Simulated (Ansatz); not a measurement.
# Generalised stacking fault on (111) (shuffle set) of a GaAs-GaSb solid solution (48 atoms): support functions against a reference, part 3 of 3

Aim: test how closely localised support functions follow the reference on generalised stacking fault on (111) (shuffle set) of a GaAs-GaSb solid solution (48 atoms), and at what cost. A setting counts as converged where the r.m.s. difference of forces stays under 1 % of the r.m.s. force.

Ansatz 0.2.0; Kohn-Sham DFT, PBE, PAW (set soft_2), plane waves.

The cell: 24 Ga, 10 Sb and 14 As. The host structure and its lattice constant were typed by rule, without a check against the phase diagram. No spin–orbit coupling is included.

So far. Step 11 (Support functions medium, spacing 0.183 Å): Forces differ from the reference by 0.56 meV/Å r.m.s., 0.10 % of their size, well within a tolerance of 1 %; the energy by -1.5 meV/atom. It took 2.9 min and 15 cycles; the reference's time can't be set against it, since the two runs asked for unlike analyses. The two runs also began from different starting densities, which bears on cycles and time.

**12. The ladder side by side**

Differences are against the plane-wave reference (Kohn-Sham DFT, PBE, PAW (set soft_2), plane waves), whose r.m.s. force component is 0.548 eV/Å. Energies are set beside the reference only for runs with its functional, potentials and electron count. Times are for 4 threads of Intel Xeon Platinum 8375C at 2.90GHz (Ice Lake), shared host. The reference's time includes the DOS, ELF, the stress and grids, which some other runs skip.

```tsv
run	Δ force, r.m.s. (meV/Å)	share of r.m.s. force (%)	Δ energy (meV/atom)	cycles	time	host memory (GiB)
reference	-	-	-	8	55 s	5.3
support functions medium	0.553	0.101	-1.47	13	1.8 min	3.5
support functions low	0.572	0.104	-1.47	12	1.7 min	3.5
support functions high	0.124	0.0227	-1.45	20	7 min	5.7
support functions medium, spacing 0.411 Å	205	37.4	3245	14	50 s	1.9
support functions medium, spacing 0.343 Å	15.0	2.74	43.3	13	59 s	2.2
support functions medium, spacing 0.297 Å	4.84	0.884	-4.04	13	63 s	2.4
support functions medium, spacing 0.263 Å	0.671	0.122	-1.80	13	89 s	2.8
support functions medium, spacing 0.206 Å	0.493	0.0899	-1.46	13	1.8 min	3.7
support functions medium, spacing 0.183 Å	0.555	0.101	-1.46	15	2.9 min	4.4
```

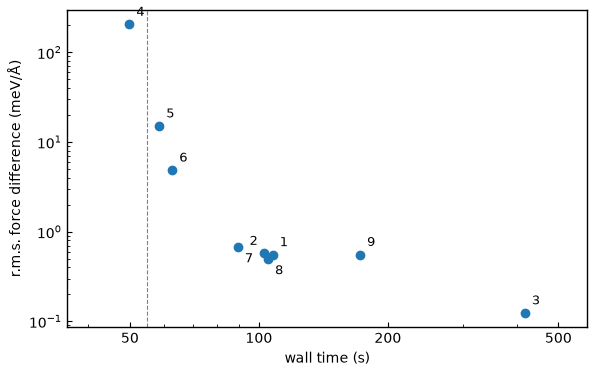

Force difference from the reference against wall time; the dashed line marks the reference's time. Points: 1 support functions medium; 2 support functions low; 3 support functions high; 4 support functions medium, spacing 0.411 Å; 5 support functions medium, spacing 0.343 Å; 6 support functions medium, spacing 0.297 Å; 7 support functions medium, spacing 0.263 Å; 8 support functions medium, spacing 0.206 Å; 9 support functions medium, spacing 0.183 Å.

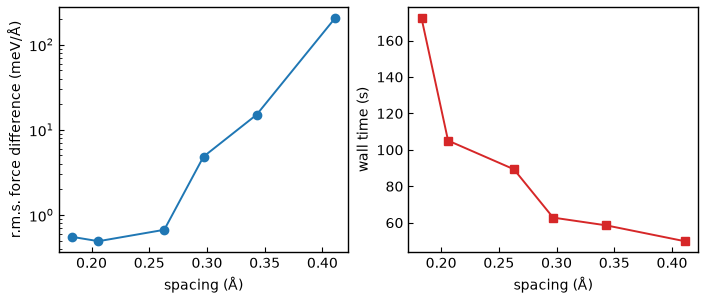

Force difference and time against the spacing.

**13. What the reference run shows**

With the settings judged, the reference run is read for its physics.

Length of the force by element:

```tsv
element	coordination	atoms	mean length of the force (eV/Å)	spread	least	most
As	all	14	0.306	0.272	0.0603	0.973
Ga	all	24	1.20	0.347	0.113	1.66
Sb	all	10	0.452	0.355	0.162	1.33
```

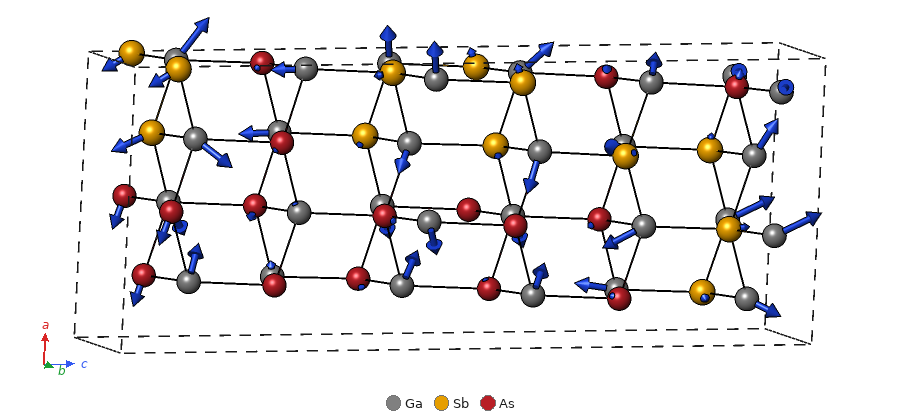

Forces as arrows; the longest in the cell is 1.66 eV/Å. Some periodic images of atoms are drawn too.

Löwdin charges by element (they lack the spilled electrons, 0.021 e an atom on average):

```tsv
element	coordination	atoms	mean charge (e)	spread	least	most
As	all	14	-0.0296	0.0128	-0.0611	-0.0114
Ga	all	24	-0.101	0.0877	-0.239	0.0548
Sb	all	10	0.387	0.0203	0.342	0.414
```

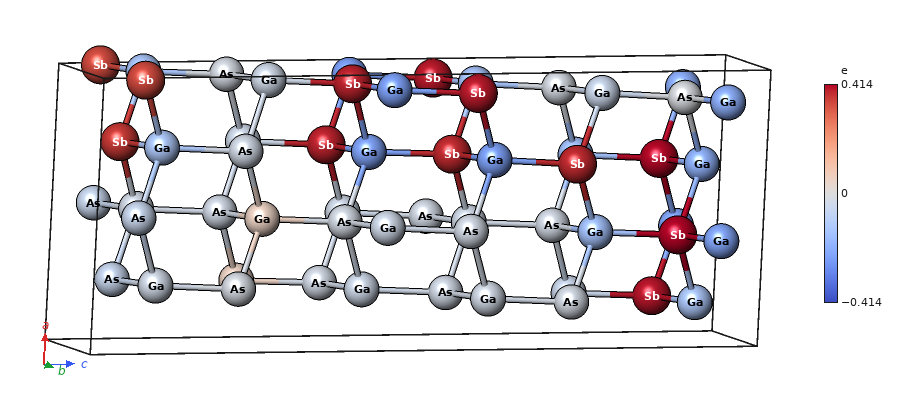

Atoms coloured by Löwdin charge. Some periodic images of atoms are drawn too.

Charge against the make-up of the first shell:

```tsv
As neighbours of Ga	atoms	mean charge (e)
1	6	-0.221
2	6	-0.138
3	10	-0.039
4	2	0.054
```

States in the cell by windows of 1 eV, zero at the Fermi level; the larger projections on atomic orbitals stand beside the total:

```tsv
from (eV)	to (eV)	total	Ga p	As p	Sb p	Ga s	Sb s	As s
-14	-13	0.0	0.0	0.0	0.0	0.0	0.0	0.0
-13	-12	1.5	0.1	0.0	0.0	0.5	0.2	0.6
-12	-11	13.6	2.4	0.2	0.3	2.8	1.4	6.1
-11	-10	23.5	5.1	0.3	0.3	2.7	4.3	10.1
-10	-9	9.4	2.4	0.1	0.1	0.8	4.6	1.1
-9	-8	0.0	0.0	0.0	0.0	0.0	0.0	0.0
-8	-7	1.7	0.1	0.2	0.5	0.9	0.0	0.0
-7	-6	25.3	1.9	5.3	4.9	11.6	0.5	0.8
-6	-5	11.2	1.2	2.6	1.8	4.0	0.7	0.7
-5	-4	6.6	1.0	1.5	1.3	1.7	0.5	0.4
-4	-3	26.8	9.4	8.7	6.1	1.5	0.4	0.4
-3	-2	32.6	11.2	12.8	7.0	0.9	0.2	0.2
-2	-1	30.6	9.3	12.9	7.4	0.4	0.1	0.1
-1	0	9.0	2.0	4.0	2.5	0.2	0.1	0.1
0	1	4.7	1.2	0.6	0.5	1.4	0.3	0.6
1	2	21.9	6.9	3.6	2.7	4.8	0.8	1.5
2	3	27.5	8.3	5.2	3.3	5.3	1.2	1.4
3	4	28.0	14.8	4.0	2.5	1.8	0.9	0.8
```

Between -26 and -14 eV lie 240 more states.

About 240 of the 672 electrons lie in deeper levels, below the stored range.

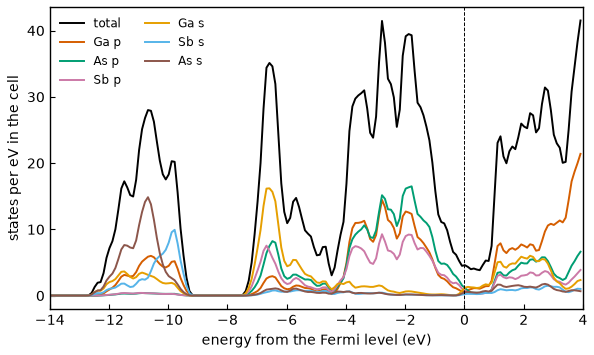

Total and projected density of states, with the broadening of the input.

The levels nearest the highest filled one (over half full), pooled over k-points and spins:

```tsv
level less the highest filled one (eV)	occupation
-0.449	2
-0.415	2
-0.252	2
-0.243	2
-0.161	2.00
0	1.67
0.0819	0.323
0.194	0.004
0.346	0
0.435	0
0.594	0
0.729	0
```

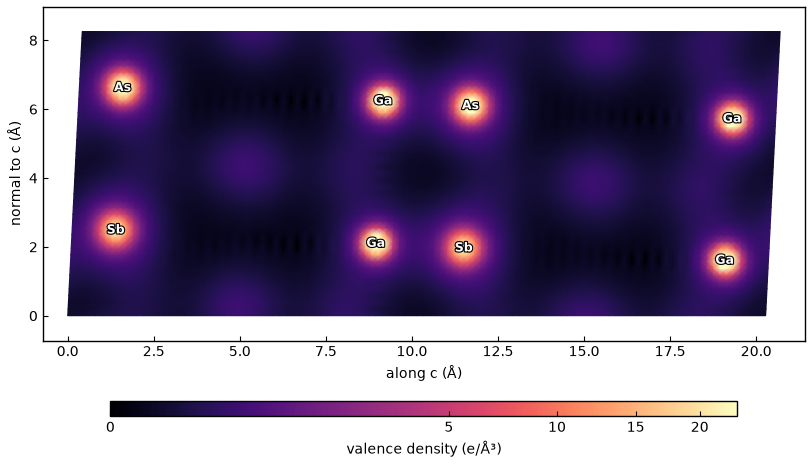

Valence density in the ca plane at fractional y = 0.000, with atoms of Ga and As and Sb within 0.2 Å of it. It is the smooth field of the valence electrons, not physical close to the nuclei. The map starts off the cell's origin, so that atoms lie inside it. The colour scale is stretched toward low values.

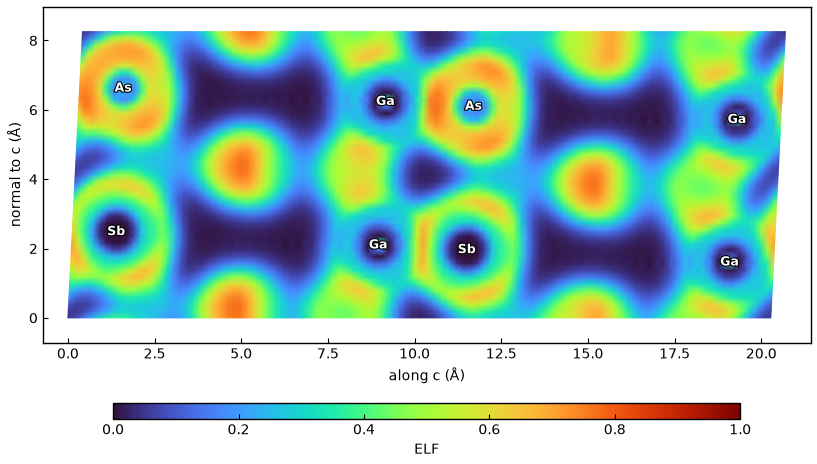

ELF in the ca plane at fractional y = 0.000, with atoms of Ga and As and Sb within 0.2 Å of it. It is the smooth field of the valence electrons, not physical close to the nuclei. The map starts off the cell's origin, so that atoms lie inside it.

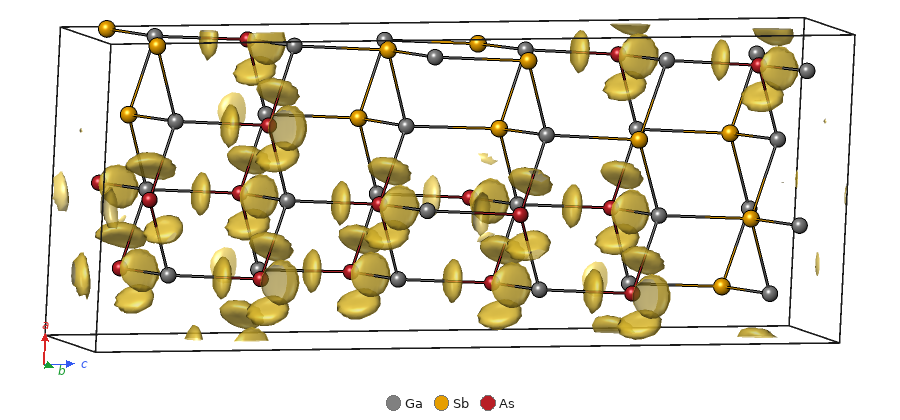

Surface of ELF = 0.71.

Mean Löwdin charges: As -0.03, Ga -0.10, Sb +0.39 e. Charges this small depend on the projection, at times even in sign. The charge on Ga changes by +0.092 e for each As neighbour that takes the place of another kind, on average. Just under the Fermi level the largest share is As p (45 % of the projected weight), just over it Ga s (30 % of the projected weight).

**14. Local order**

Bonds and neighbours are counted at the geometry of the runs.

Density 5.46 g/cm³, 24.96 Å³ an atom.

g(r), total and by pair (bins of 0.2 Å):

```tsv
r (Å)	total	Ga-Ga	Ga-As	Ga-Sb	As-As	As-Sb	Sb-Sb
2.50	5.95	0.00	12.00	11.80	0.00	0.00	0.00
2.70	0.22	0.00	0.38	0.54	0.00	0.00	0.00
2.90	0.00	0.00	0.00	0.00	0.00	0.00	0.00
3.10	0.00	0.00	0.00	0.00	0.00	0.00	0.00
3.30	0.00	0.00	0.00	0.00	0.00	0.00	0.00
3.50	0.00	0.00	0.00	0.00	0.00	0.00	0.00
3.70	0.24	0.48	0.00	0.00	0.00	0.73	0.69
3.90	0.05	0.00	0.09	0.13	0.00	0.00	0.00
4.10	6.45	12.80	0.09	0.12	13.45	13.00	11.20
4.30	0.18	0.37	0.00	0.00	0.00	0.56	0.52
4.50	0.24	0.00	0.35	0.68	0.00	0.00	0.00
4.70	0.15	0.30	0.00	0.00	0.22	0.15	0.85
4.90	4.51	0.00	9.31	8.59	0.00	0.00	0.00
5.10	0.12	0.25	0.00	0.00	0.18	0.13	0.71
5.30	0.17	0.00	0.25	0.48	0.00	0.00	0.00
5.50	0.00	0.00	0.00	0.00	0.00	0.00	0.00
5.70	0.10	0.00	0.13	0.30	0.00	0.00	0.00
5.90	1.55	3.10	0.00	0.00	2.99	3.59	1.94
6.10	0.09	0.00	0.23	0.11	0.00	0.00	0.00
6.30	2.64	0.17	5.10	5.15	0.12	0.09	0.48
6.50	0.14	0.04	0.27	0.24	0.00	0.00	0.00
6.70	0.32	0.26	0.34	0.39	0.22	0.15	0.87
6.90	0.21	0.41	0.00	0.00	0.20	0.64	0.20
7.10	4.00	7.75	0.23	0.32	8.35	7.45	7.40
7.30	0.15	0.25	0.03	0.07	0.28	0.26	0.18
7.50	1.59	0.35	2.90	2.77	0.34	0.30	0.51
7.70	1.04	0.16	2.02	1.80	0.16	0.11	0.16
7.90	0.17	0.16	0.16	0.16	0.08	0.28	0.16
```

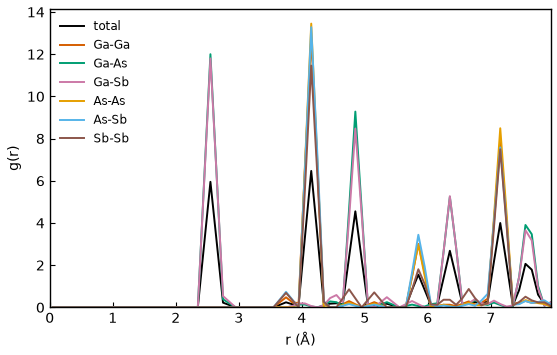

Pair distribution functions, lightly smoothed.

Bonds by pair of elements; cutoffs follow the first minimum of g(r), held within bounds set by covalent radii, and pairs that aren't listed don't count as bonded (cutoffs were set anew for this text, so counts can differ from the run's own analysis):

```tsv
pair A-B	cutoff (Å)	bonds	mean length (Å)	spread (Å)	shortest (Å)	B about A	A about B
Ga-As	3.08	56	2.54	0.038	2.50	2.33	4
Ga-Sb	3.08	40	2.54	0.045	2.50	1.67	4
```

How many atoms have how many bonded neighbours:

```tsv
element	mean	4
As	4	14
Ga	4	24
Sb	4	10
```

Rings of the network by King's shortest-path rule, up to 12 atoms, one path for each pair of neighbours; H, halogens, alkali and alkaline-earth atoms are left out, and the last column divides by all other atoms, bonded or not:

```tsv
ring size (atoms)	rings	per network atom
6	93	1.94
```

Counting bonds as in the table, all As atoms have 4, all Ga atoms have 4 and all Sb atoms have 4 bonded neighbours. All rings counted have 6 atoms.

Local excerpt of 10 atoms (numbers count through the whole input) about Ga23, which bears the longest force; x, y, z are measured from there.

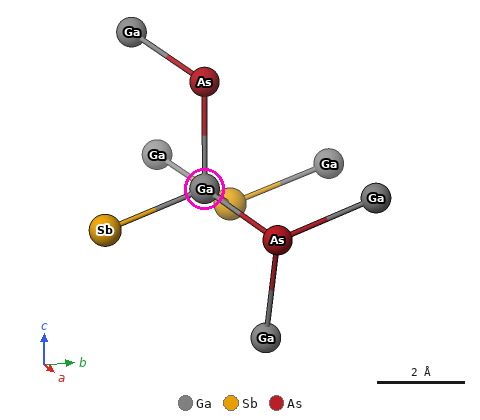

The atoms of the table, within 4.1 Å (arrows a, b, c point along x, y, z); some may hide others; the central atom is ringed.

```tsv
atom	x	y	z	distance (Å)	bonds	Löwdin charge (e)	Fx	Fy	Fz (eV/Å)
Ga23	0.00	0.00	0.00	0.00	4	-0.13	1.36	0.36	0.89
Sb2	-2.06	1.18	-0.84	2.52	4	0.36	-0.58	0.13	-1.19
As24	0.01	-0.01	2.53	2.53	4	-0.02	-0.07	0.11	-0.09
Sb22	0.01	-2.39	-0.85	2.54	4	0.34	-0.51	-0.05	-0.76
As6	2.08	1.18	-0.87	2.55	4	-0.06	-0.85	0.03	-0.25
Ga5	1.05	1.18	-3.38	3.73	4	-0.13	-0.44	0.42	0.91
Ga3	-2.06	3.55	-0.01	4.10	4	-0.13	-0.78	0.68	1.03
Ga15	-2.04	-1.19	3.36	4.11	4	-0.04	-0.09	-0.08	-1.16
Ga7	2.08	3.54	0.00	4.11	4	-0.03	1.10	-0.51	0.34
Ga11	-4.11	-0.01	-0.02	4.11	4	-0.03	-1.03	-0.86	0.70
```

The column of bonds counts only the pairs Ga-As within 3.08 Å, Ga-Sb within 3.08 Å; other neighbours, such as metal atoms beside each other in a compound, aren't counted, and periodic images can show an atom twice.

**15. Outcome**

```json
{
  "free energy per atom": "-4658.9652 eV/atom",
  "density": "5.46 g/cm³",
  "pressure": "3.503 GPa",
  "r.m.s. force component": "0.5482 eV/Å",
  "wall time of the 10 DFT runs": "20 min"
}
```

Against plane waves at 420 eV, the forces differ by 0.55 meV/Å (0.10 %) with support functions medium, and by 0.12 meV/Å in the closest run (support functions high). At 48 atoms the fastest of the runs at a preset level, support functions low, takes roughly 1.9 times the time of plane waves (whose run also made extra analyses, so the like-for-like ratio is larger), in 12 SCF cycles against 8. Differences between support functions and plane waves include what basis error the plane-wave run still has. As the typed spacing goes from 0.183 to 0.411 Å, the force difference goes from 0.56 to 205 meV/Å (not steadily; the least is 0.49 at 0.206 Å), and the time from 2.9 min to 50 s.

Counting bands leaves a spacing of only 0.082 eV (on the run's k-points), which the smearing bridges: 2 levels are partly filled by over 2 %, so a gap, if any, is small at this level. Counting bonds as in the table, all As atoms have 4, all Ga atoms have 4 and all Sb atoms have 4 bonded neighbours.

Caveats: The geometry was built by rule, was displaced at random and isn't relaxed at this level: its force components are 0.55 eV/Å r.m.s. The pressure of 3.5 GPa belongs to a cell and atoms that aren't relaxed at this level.

[Logs are printed without paths, hosts, clocks, repeated set-up lines and the standing remarks that a program may print on its own settings, such as how far it seeks lower states.]

[Hosts, paths, dates, database ids (printed as entryN), source tags and the programs' standing remarks are cut or masked in the printed files.]
